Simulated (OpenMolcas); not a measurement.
# Run report: CH6Ge, energy and gradient calculation (part 2 of 2)

The same run, continued: CH6Ge; M06-2X/def2-SVPD, RKS (OpenMolcas 26.06). The geometry comes from this level: PBE0-D4/def2-TZVP.

Geometry of the input (Å):
```
C  -0.3109  0.1903  -0.9714
Ge 0.2969  -0.1819  0.8467
H  -1.3801  0.4042  -0.9765
H  0.2188  1.0522  -1.3784
H  -0.1246  -0.6694  -1.6160
H  0.0307  1.0282  1.7601
H  1.8071  -0.4796  0.8577
H  -0.4457  -1.4012  1.4221
```

## Log, continued
```
Iter     Tot. M062X      One-elec.       Two-elec.     Energy      Max Dij or  Max Fij      DNorm      TNorm      AccCon     Time
         Energy          Energy          Energy        Change      Delta Norm                                                in Sec.

 The total and one-electron energies are shifted by a value of      2000. a.u.

   1  -118.206403922 -1222.103173962   983.901863109   0.00E+00    2.23E-01*   3.26E-01*    9.99E+00   3.26E+02   None         3.
   2  -118.359776609 -1234.092734818   995.738051278  -1.53E-01*   1.04E-01*   2.76E-02*    2.11E+00   3.28E+02   EDIIS        3.
   3  -118.371401853 -1226.031608955   987.665300171  -1.16E-02*   1.42E-02*   1.41E-02*    1.10E+00   3.27E+02   c2DIIS       3.
   4  -118.388309846 -1229.429843598   991.046626821  -1.69E-02*   9.70E-03*   2.69E-03*    2.14E-01   3.28E+02   QNRc2DIIS    3.
   5  -118.388407253 -1229.603148602   991.219834418  -9.74E-05*   3.28E-03*   9.69E-04*    6.47E-02   3.28E+02   QNRc2DIIS    3.
   6  -118.388431719 -1229.550767571   991.167428921  -2.45E-05*   1.01E-03*   3.21E-04*    1.81E-02   3.28E+02   QNRc2DIIS    3.
   7  -118.388433028 -1229.544670385   991.161330426  -1.31E-06*   3.26E-04*   1.46E-04*    6.00E-03   3.28E+02   QNRc2DIIS    3.
   8  -118.388433320 -1229.548268525   991.164928274  -2.92E-07*   3.24E-05*   1.13E-05*    2.16E-03   3.28E+02   QNRc2DIIS    3.
   9  -118.388433322 -1229.547901158   991.164560904  -2.29E-09*   6.67E-06    3.82E-06*    2.31E-04   3.28E+02   QNRc2DIIS    3.
  10  -118.388433322 -1229.548255995   991.164915742  -8.55E-11    3.03E-06    1.78E-06*    4.34E-05   3.28E+02   QNRc2DIIS    3.
  11  -118.388433322 -1229.547998320   991.164658067  -1.05E-11    1.23E-06    1.32E-06*    2.17E-05   3.28E+02   QNRc2DIIS    3.
  12  -118.388433322 -1229.548104951   991.164764698  -9.09E-12    7.97E-08    1.34E-08     9.06E-06   3.28E+02   QNRc2DIIS    3.

       Convergence after  12 Iterations
--

 *****************************************************************************************************************************
 *                                             SCF/KS-DFT Program, Final results                                             *
 *                                                       Final Results                                                       *
 *****************************************************************************************************************************

::    Total KS-DFT energy                           -2118.3884333222
      One-electron energy                           -3229.5481049514
      Two-electron energy                             991.1647646982
      Nuclear repulsion energy                        119.9949069311
      Kinetic energy (interpolated)                  2115.3843850350
      Virial theorem                                    1.0014200957
      Total spin, S(S+1)                                0.0000000000
      Total spin, S                                     0.0000000000
      Max non-diagonal density matrix element           0.0000000781
      Max non-diagonal Fock matrix element              0.0000000024

      All orbitals with orbital energies smaller than  E(LUMO)+0.5 are printed

++    Molecular orbitals:
      -------------------

      Title: RKS-DFT orbitals

      Molecular orbitals for symmetry species 1: a

          Orbital            1         2         3         4         5         6         7         8         9        10
          Energy         -400.9455  -50.4922  -45.0320  -45.0320  -45.0318  -10.5433   -6.4865   -4.6514   -4.6514   -4.6510
          Occ. No.          2.0000    2.0000    2.0000    2.0000    2.0000    2.0000    2.0000    2.0000    2.0000    2.0000

          Orbital           11        12        13        14        15        16        17        18        19        20
          Energy           -1.3880   -1.3880   -1.3876   -1.3850   -1.3850   -0.7816   -0.5952   -0.4753   -0.4753   -0.3826
          Occ. No.          2.0000    2.0000    2.0000    2.0000    2.0000    2.0000    2.0000    2.0000    2.0000    2.0000

          Orbital           21        22        23        24        25        26        27        28        29        30
          Energy           -0.3826   -0.3712    0.0267    0.0457    0.0785    0.0785    0.1005    0.1228    0.1228    0.1315
          Occ. No.          2.0000    2.0000    0.0000    0.0000    0.0000    0.0000    0.0000    0.0000    0.0000    0.0000

          Orbital           31        32        33        34        35        36        37        38        39        40
          Energy            0.1316    0.1724    0.1724    0.1774    0.1977    0.2160    0.2160    0.2308    0.2751    0.2751
          Occ. No.          0.0000    0.0000    0.0000    0.0000    0.0000    0.0000    0.0000    0.0000    0.0000    0.0000

          Orbital           41        42        43        44        45        46        47        48        49        50
          Energy            0.2985    0.3067    0.3234    0.3291    0.3291    0.3464    0.3464    0.3919    0.3924    0.3952
          Occ. No.          0.0000    0.0000    0.0000    0.0000    0.0000    0.0000    0.0000    0.0000    0.0000    0.0000

          Orbital           51        52        53        54        55        56        57        58        59        60
          Energy            0.3952    0.4180    0.4180    0.4510    0.4771    0.4940    0.4983    0.4983    0.5089    0.5090
          Occ. No.          0.0000    0.0000    0.0000    0.0000    0.0000    0.0000    0.0000    0.0000    0.0000    0.0000

--

++    Molecular charges:
      ------------------

      Mulliken charges per centre and basis function type
      ---------------------------------------------------

                C1      GE2     H3      H4      H5      H6      H7      H8
      1s       2.8578  7.4344  0.9153  0.9152  0.9149  0.9605  0.9605  0.9605
      2px      1.0498  4.8325  0.0556  0.0307  0.0272 -0.0016 -0.0071 -0.0031
      2pz      1.1093  4.7341  0.0041  0.0129  0.0211 -0.0020 -0.0008 -0.0010
      2py      1.0452  4.8402  0.0306  0.0468  0.0420 -0.0058 -0.0014 -0.0052
      3d2+     0.0022  2.0540  0.0000  0.0000  0.0000  0.0000  0.0000  0.0000
      3d1+     0.0026  2.0250  0.0000  0.0000  0.0000  0.0000  0.0000  0.0000
      3d0     -0.0043  2.0442  0.0000  0.0000  0.0000  0.0000  0.0000  0.0000
      3d1-    -0.0040  2.0721  0.0000  0.0000  0.0000  0.0000  0.0000  0.0000
      3d2-     0.0064  2.0284  0.0000  0.0000  0.0000  0.0000  0.0000  0.0000
      Total    6.0653 32.0650  1.0056  1.0055  1.0052  0.9511  0.9511  0.9511

      N-E     -0.0653 -0.0650 -0.0056 -0.0055 -0.0052  0.0489  0.0489  0.0489

      Total electronic charge=   44.000000

      Total            charge=   -0.000000
--

++    Molecular properties:
      ---------------------

      Charge (e):
                      =   -0.0000
      Dipole Moment (debye):
      Origin of the operator (angstrom)=    0.1992   -0.1221    0.5546
                   X= -2.1036E-01               Y=  1.2858E-01               Z= -6.2907E-01           Total=  6.7566E-01
      Quadrupole Moment (debye*angstrom):
      Origin of the operator (angstrom)=    0.1992   -0.1221    0.5546
                  XX= -2.7652E+01              XY= -7.9904E-03              XZ=  3.9970E-02              YY= -2.7660E+01
                  YZ= -2.4648E-02              ZZ= -2.7546E+01
      In traceless form (debye*angstrom)
                  XX= -4.8720E-02              XY= -1.1986E-02              XZ=  5.9955E-02              YY= -6.1222E-02
                  YZ= -3.6973E-02              ZZ=  1.0994E-01
--

--- Stop Module: scf /rc=_RC_ALL_IS_WELL_ ---
--- Module scf spent 36 seconds ---

--- Start Module: alaska ---

                                              &ALASKA

                       available to each process: 1.9 GB of memory, 1 thread

                     Threshold for contributions to the gradient: 1.000E-07

                    ********************************************
                    * Symmetry Adapted Cartesian Displacements *
                    ********************************************

           Irreducible representation : a
           Basis function(s) of irrep: x, y, xy, Rz, z, xz, Ry, yz, Rx, I

 Basis Label        Type   Center Phase
   1   C1           x         1     1
   2   C1           y         1     1
   3   C1           z         1     1
   4   GE2          x         2     1
   5   GE2          y         2     1
   6   GE2          z         2     1
   7   H3           x         3     1
   8   H3           y         3     1
   9   H3           z         3     1
  10   H4           x         4     1
  11   H4           y         4     1
  12   H4           z         4     1
  13   H5           x         5     1
  14   H5           y         5     1
  15   H5           z         5     1
  16   H6           x         6     1
  17   H6           y         6     1
  18   H6           z         6     1
  19   H7           x         7     1
  20   H7           y         7     1
  21   H7           z         7     1
  22   H8           x         8     1
  23   H8           y         8     1
  24   H8           z         8     1

                     No automatic utilization of translational and rotational invariance of the energy is employed.

 Rotational correction to the DFT gradient is turned off due to close-to-degeneracy problems!

 DFT contribution computed for a moving grid.

 Conventional ERI gradients!

 **************************************************
 *              Molecular gradients               *
 **************************************************

  Irreducible representation: a
 ------------------------------------------------------------------------------------------
                              X                       Y                       Z
 ------------------------------------------------------------------------------------------
  C1               -1.03971978066664E-03    6.78966573820494E-04   -2.91639646518504E-03
  GE2              -4.84281454151247E-04    2.21496339035454E-04   -1.37403267752489E-03
  H3                4.32972928371633E-03   -9.56508927937305E-04    6.17539396527311E-04
  H4               -1.82238877988228E-03   -3.41533019389395E-03    2.16453339627698E-03
  H5               -4.96919943907326E-04    3.10235775545298E-03    3.04100929037698E-03
  H6                4.47172713909039E-04   -1.63400314378048E-03   -1.04458988655409E-03
  H7               -1.96511313737879E-03    3.57209037618045E-04    1.07994092934272E-04
  H8                1.03152109842730E-03    1.64581255965679E-03   -5.96057146935003E-04
 ------------------------------------------------------------------------------------------

--- Stop Module: alaska /rc=_RC_ALL_IS_WELL_ ---
--- Module alaska spent 9 seconds ---

.##################.
.# Happy landing! #.
.##################.

    Timing: Wall=49.77 User=44.74 System=4.98
```

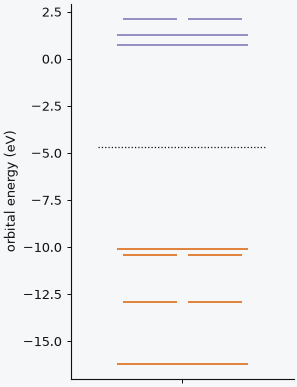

**Figure 1.** Orbital energies near the frontier; the dotted line parts filled from empty levels, and levels within 0.02 eV of each other stand side by side. Highest filled −10.10 eV, lowest empty 0.73 eV, 10.83 eV apart.

## Summary

| quantity | value |
| --- | --- |
| outcome | converged |
| total energy | −2118.388433 hartree |
| basis functions | 106 |
| largest force | 0.230 eV/Å |
| HOMO | −10.10 eV |
| LUMO | 0.73 eV |
| dipole moment | 0.68 debye |
| wall time | 50 s |
| peak memory | 0.61 GiB |
